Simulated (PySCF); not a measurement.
EPR calculation of C₆H₁₀O₂ (charge +1)

System: C₆H₁₀O₂, charge +1, multiplicity 2, SMILES COC(=O)[CH+][C](C)C.
Method: UKS B3LYP, pcH-1 on C H O, non-relativistic, mean-field spin-orbit, GIAO (PySCF 2.14.0).

It belongs to a series of runs on one base structure; here: electron removed.

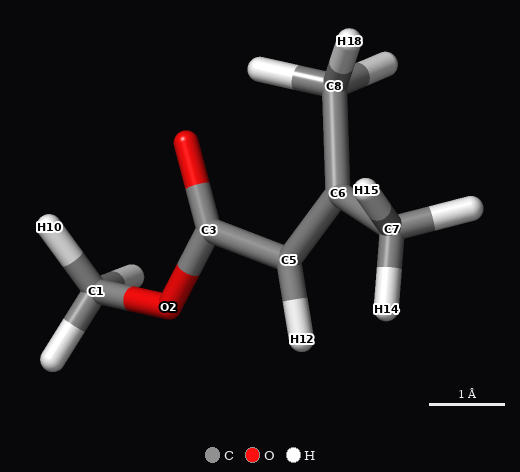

*The input geometry (stick view, seen at a tilt; atoms are numbered from 1 in the order of the input).*

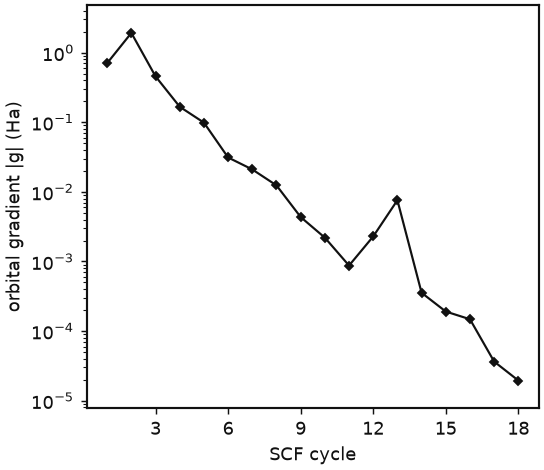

*Convergence of the self-consistent field: orbital gradient |g| against the SCF cycle.*

All cycles printed in the log are drawn one after another.

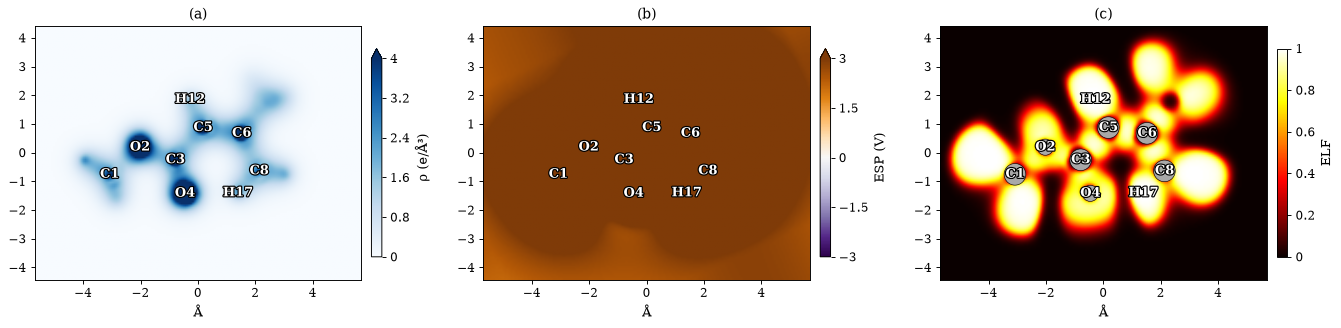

*(a) electron density; (b) molecular electrostatic potential; (c) ELF on the plane of atoms O4, C3 and C5. Grey discs, where drawn, cover atomic cores.*

C–O (1.22 Å): ρ at the midpoint is about 2.8 e/Å³; the ELF peaks at about 0.90 between the atoms (a multiple bond by its length, whose ELF region spreads away from the axis). The potential has no marked negative region in this plane.

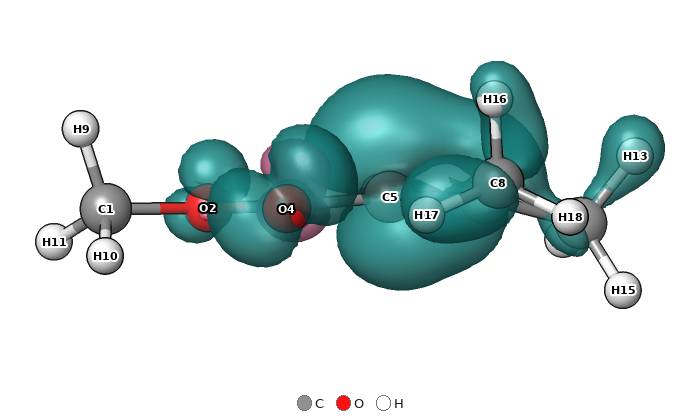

*Isosurfaces of the spin density (α minus β) at +0.02 (teal) and −0.02 e/Å³ (pink), seen from the side.*

The unpaired spin (1 electron) lies mostly on C5 (about 0.4), O4 (about 0.2) and C6 (about 0.1), in electrons by Hirshfeld's partition.

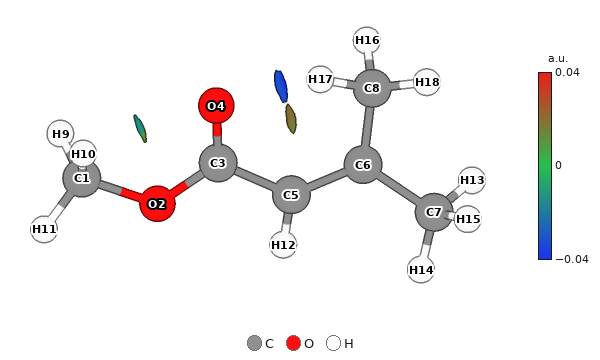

*Non-covalent interaction (NCI) plot: the surface where the reduced density gradient is 0.4, for densities under 0.05 a.u., coloured by sign(λ₂)ρ; seen at a tilt.*

These pictures come from the run below.

Input file
```
{"job": {"kind": "epr", "basis": "pcH-1"}, "charge": 1, "multiplicity": 2}
C      3.372225    -0.523047     0.234215
O      2.028855    -0.959682     0.080761
C      1.089070    -0.058027    -0.045081
O      1.263312     1.144987    -0.096452
C     -0.250438    -0.686451    -0.094996
C     -1.388071     0.039389    -0.290511
C     -2.619769    -0.644432    -0.753566
C     -1.417372     1.493189    -0.137467
H      3.576460    -0.292699     1.283866
H      3.559174     0.369811    -0.367604
H      3.996941    -1.360828    -0.073797
H     -0.242952    -1.763091    -0.005649
H     -3.402401    -0.486594    -0.006901
H     -2.477373    -1.709531    -0.906679
H     -2.983377    -0.191739    -1.676631
H     -1.485366     1.786824     0.914140
H     -0.413542     1.875365    -0.428878
H     -2.214134     1.972873    -0.699466
```

The first line tells a small driver script what to run in PySCF; the rest is the geometry in Å.

Launch command:
```bash
OMP_NUM_THREADS=1 python <driver script> task.json out
```

Log
```
UKS, coarse grid
  cycle   1  E = -384.60653563  |g| = 7.07e-01
  cycle   2  E = -383.00431285  |g| = 1.92e+00
  cycle   3  E = -384.71018809  |g| = 4.56e-01
  cycle   4  E = -384.79205390  |g| = 1.67e-01
  cycle   5  E = -384.79785906  |g| = 9.88e-02
  cycle   6  E = -384.80205765  |g| = 3.12e-02
  cycle   7  E = -384.80236322  |g| = 2.10e-02
  cycle   8  E = -384.80255700  |g| = 1.24e-02
  cycle   9  E = -384.80266374  |g| = 4.35e-03
  cycle  10  E = -384.80267839  |g| = 2.20e-03
  cycle  11  E = -384.80268138  |g| = 8.74e-04
UKS, final grid
  cycle   1  E = -384.80272966  |g| = 2.29e-03
  cycle   2  E = -384.80270892  |g| = 7.59e-03
  cycle   3  E = -384.80273193  |g| = 3.55e-04
  cycle   4  E = -384.80273198  |g| = 1.91e-04
  cycle   5  E = -384.80273201  |g| = 1.48e-04
  cycle   6  E = -384.80273203  |g| = 3.65e-05
  cycle   7  E = -384.80273203  |g| = 1.95e-05
E = -384.80273203 Eh   <S^2> = 0.7572 (exact 0.7500)
g shifts (ppm)      1          2          3
  rmc          -199       -199       -199
  gc             15         23         44
  oz_so         699       2040       4964
  total         515       1865       4809
hyperfine (MHz)  atom isotope    a_iso     a_fc   dipolar eigenvalues
    0   13C      -0.93      -0.93     -1.42     -0.32      1.74
    1   17O      -0.41      -0.41    -19.91      7.51     12.40
    2   13C     -22.77     -22.77     -8.72      1.81      6.92
    3   17O     -21.14     -21.14    -85.79     42.26     43.53
    4   13C      32.36      32.36    -43.46    -42.87     86.33
    5   13C      -9.86      -9.86    -16.21     -9.99     26.20
    6   13C       6.86       6.86     -4.14     -3.40      7.54
    7   13C      -5.43      -5.43     -9.61     -7.24     16.85
    8    1H      10.83      10.83     -1.66     -0.99      2.65
    9    1H       5.84       5.84     -3.00     -0.25      3.25
   10    1H       4.82       4.82     -1.62     -0.53      2.15
   11    1H      -5.77      -5.77    -19.58     -5.46     25.04
   12    1H      68.57      68.57     -3.40     -0.66      4.06
   13    1H      -2.24      -2.24     -3.77     -1.34      5.11
   14    1H      16.02      16.02     -3.26     -3.07      6.32
   15    1H      54.94      54.94     -5.25     -2.20      7.45
   16    1H     109.06     109.06    -11.07     -2.23     13.30
   17    1H      -6.53      -6.53     -4.62     -1.97      6.59
```

Summary

| quantity | value |
| --- | --- |
| outcome | converged |
| total energy | −384.802732 hartree |
| ⟨S²⟩ | 0.757 |
| isotropic g | 2.0047 |
| hardware | 1 CPU thread, shared host |
| wall time | 79 s |
| peak memory | 1.1 GiB |
